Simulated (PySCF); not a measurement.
## A study: HI, SMILES `I`

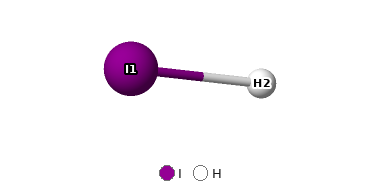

The molecule, with its atoms numbered as below. No frequency check shows the geometry to be a minimum.

Geometry (Å), atoms numbered from 1:

```
I1       0.0291    0.0000    0.0000
H2      -1.5423    0.0000    0.0000
```

Part 1: Bonding charge

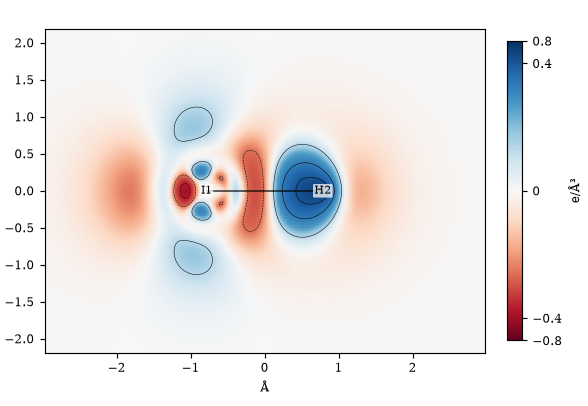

Deformation density (molecule less spherical, spin-averaged free atoms) in a plane that holds the bond; colour scale in e/Å³, logarithmic beyond ±0.1; blue: gain, red: loss.

Level of theory: B3LYP/def2-SVPD (PySCF), at a geometry from GFN2-xTB. Core potentials replace the inner electrons of I; spin–orbit coupling isn't included.

> How much density has each bond in this plane gained at its critical point, relative to the free atoms?

I1–H2: +0.16 e/Å³ at the bond critical point (bond length 1.57 Å). In all, 0.4 electrons gather in the regions of gain relative to the promolecule.

Part 2: Electrostatic potential

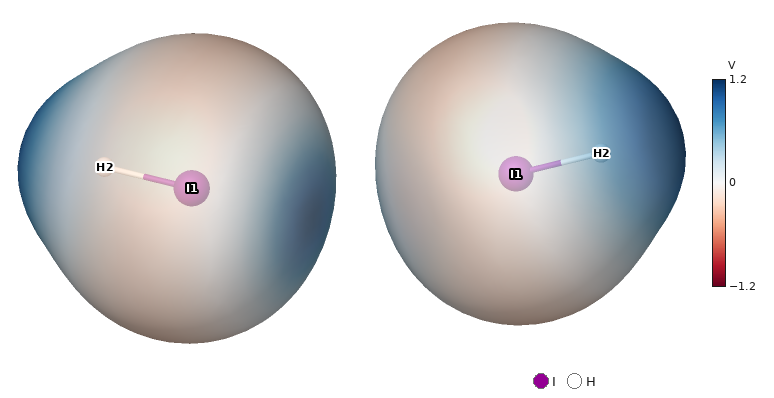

Electrostatic potential on the surface of electron density 0.001 a.u. (back view left, front view right).

> Where are the extremes of the potential on the surface?

Highest: 1.12 V, 1.4 Å from H2. Lowest: −0.28 V, 2.5 Å from I1, and at like points elsewhere. The surface is sampled at points, so like sites can differ by a few per cent and only the strongest of them is named.

Part 3: In an electric field

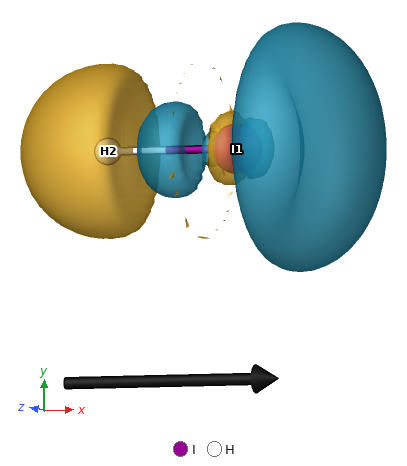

Change of the electron density in a uniform field of 0.21 V/Å along +x (arrow), surfaces at ±0.0015 e/Å³ (yellow: gain, teal: loss).

Method: B3LYP/def2-SVPD; geometry: GFN2-xTB; program: PySCF. Core potentials replace the inner electrons of I; spin–orbit coupling isn't included.

> What dipole is induced, and what polarisability does it imply?

The induced dipole is 0.37 D (along the field); α along this axis, from the fields in both directions, is 37 bohr³ (5.4 Å³).

> Which atoms gain and lose the most charge?

Electrons gather most on H2 (Hirshfeld charge changes by −0.014 e) and leave I1 most (+0.014 e); 0.033 electrons are displaced in all.
